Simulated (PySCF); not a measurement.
# Run report: C3H7FOSi, NMR shielding calculation

System: C3H7FOSi.
Method: GIAO LDA/pcSseg-1 NMR shielding, non-relativistic, gas phase (PySCF 2.14.0).

The geometry comes from this level: PBE0-D3(BJ)/def2-SVP. Figures and captions count atoms from 1; the log counts them from 0 in places.

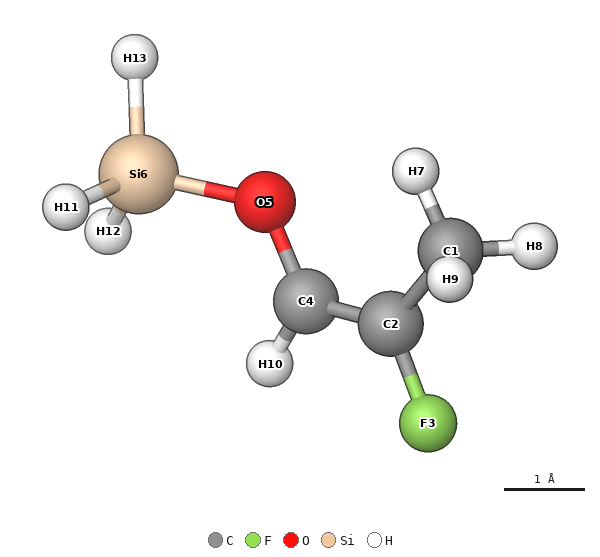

The structure (ball-and-stick view, seen at a tilt; atoms are numbered from 1 in the order of the input). Bond lengths as drawn: C–C 1.34 to 1.48 Å, C–F 1.34 Å, C–H 1.10 Å, C–O 1.36 Å, H–Si 1.49 Å and O–Si 1.68 Å.

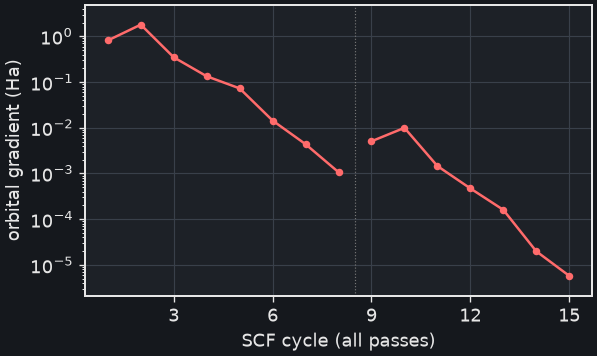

Convergence of the self-consistent field: orbital gradient against the SCF cycle. The dotted line marks the change from a coarse to the final integration grid. The first 8 cycles use a coarse grid, the final grid takes over at cycle 9, and the field converges after 15 cycles in all.

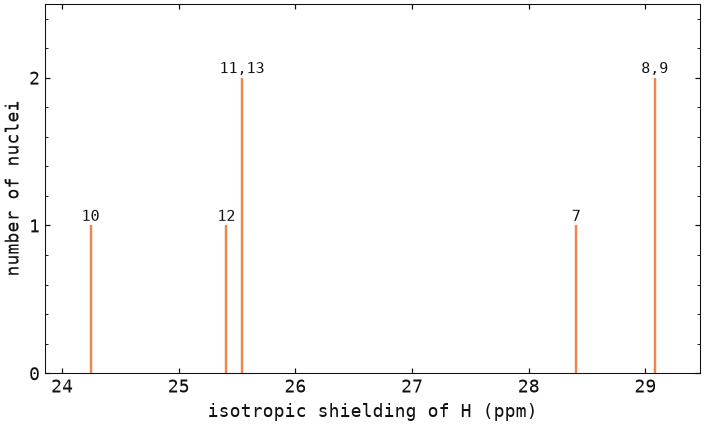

Isotropic shieldings of the hydrogen nuclei in this fixed geometry, labelled by atom number; shielding grows to the right, so chemical shift grows to the left. The least shielded is H10 (24.2 ppm), the most shielded H9 (29.1 ppm).

The input that produced these results follows, with the program's output.

Input:
```
{"job": {"kind": "nmr", "xc": "LDA", "basis": "pcSseg-1", "pop": false}, "charge": 0, "multiplicity": 1}
C      2.187703    -0.020243     0.104776
C      1.110116    -0.915207    -0.371939
F      1.520586    -2.141817    -0.730031
C     -0.191207    -0.633494    -0.486881
O     -0.686391     0.594992    -0.186292
Si    -2.268506     0.892562     0.280275
H      1.772348     0.961032     0.364739
H      2.956013     0.109801    -0.674567
H      2.685907    -0.447724     0.990227
H     -0.882297    -1.396845    -0.864754
H     -2.534030     0.357965     1.649584
H     -3.206258     0.239663    -0.683527
H     -2.423511     2.369546     0.255319
```

The first line tells a small driver script what to run in PySCF; the rest is the geometry in Å.

Launch command:
```bash
OMP_NUM_THREADS=1 python <driver script> task.json out
```

Output:
```
coarse grid: 11400 points
cycle   1  E = -579.4550680699  dE =  5.625e-01  |g| = 8.145e-01  |ddm| = 3.244e+00
cycle   2  E = -578.9352148799  dE =  5.199e-01  |g| = 1.806e+00  |ddm| = 2.539e+00
cycle   3  E = -579.5503823558  dE = -6.152e-01  |g| = 3.485e-01  |ddm| = 2.163e+00
cycle   4  E = -579.5736777999  dE = -2.330e-02  |g| = 1.340e-01  |ddm| = 4.299e-01
cycle   5  E = -579.5764936581  dE = -2.816e-03  |g| = 7.277e-02  |ddm| = 1.708e-01
cycle   6  E = -579.5777481446  dE = -1.254e-03  |g| = 1.438e-02  |ddm| = 6.662e-02
cycle   7  E = -579.5777925285  dE = -4.438e-05  |g| = 4.369e-03  |ddm| = 1.177e-02
cycle   8  E = -579.5777960246  dE = -3.496e-06  |g| = 1.066e-03  |ddm| = 3.905e-03
final grid: 105968 points
cycle   9  E = -579.6247781962  dE = -2.807e-05  |g| = 5.060e-03  |ddm| = 1.694e-02
cycle  10  E = -579.6247634571  dE =  1.474e-05  |g| = 9.959e-03  |ddm| = 1.049e-02
cycle  11  E = -579.6247829394  dE = -1.948e-05  |g| = 1.454e-03  |ddm| = 7.598e-03
cycle  12  E = -579.6247834050  dE = -4.656e-07  |g| = 4.704e-04  |ddm| = 1.574e-03
cycle  13  E = -579.6247834478  dE = -4.272e-08  |g| = 1.597e-04  |ddm| = 5.568e-04
cycle  14  E = -579.6247834527  dE = -4.936e-09  |g| = 1.977e-05  |ddm| = 1.295e-04
cycle  15  E = -579.6247834528  dE = -8.436e-11  |g| = 5.738e-06  |ddm| = 2.384e-05
converged SCF energy = -579.6247834528

GIAO shielding tensors (ppm)
atom      isotropic    diamagn.    paramagn.     s11        s22        s33       span
  0 C      168.296     251.903     -83.606    154.418    167.243    183.227     28.809
  1 C       15.688     252.289    -236.601    -65.069     50.075     62.058    127.127
  2 F      303.426     472.383    -168.957    218.587    321.693    369.997    151.409
  3 C       43.765     256.401    -212.636    -31.034     69.571     92.759    123.793
  4 O      264.803     398.463    -133.660    171.944    286.619    335.846    163.903
  5 Si     339.539     880.331    -540.791    280.293    291.257    447.068    166.775
  6 H       28.407      30.887      -2.480     23.688     28.994     32.539      8.851
  7 H       29.073      27.177       1.895     25.182     26.496     35.540     10.358
  8 H       29.086      27.859       1.227     25.295     26.521     35.442     10.147
  9 H       24.244      30.422      -6.177     21.955     22.930     27.847      5.892
 10 H       25.542      28.071      -2.529     22.352     23.937     30.337      7.985
 11 H       25.408      27.654      -2.246     22.560     23.788     29.876      7.316
 12 H       25.543      27.950      -2.407     22.431     24.106     30.092      7.661
```

Key numbers:

```csv
quantity,value
outcome,converged
total energy,−579.624783 hartree
HOMO,−5.36 eV
LUMO,−1.03 eV
dipole moment,1.42 D
"isotropic shielding, C",15.7 to 168.3 ppm
"isotropic shielding, F",303.4 ppm
"isotropic shielding, O",264.8 ppm
"isotropic shielding, Si",339.5 ppm
"isotropic shielding, H",24.2 to 29.1 ppm
hardware,"1 CPU thread, shared host"
wall time,23 s
peak memory,0.72 GiB
```
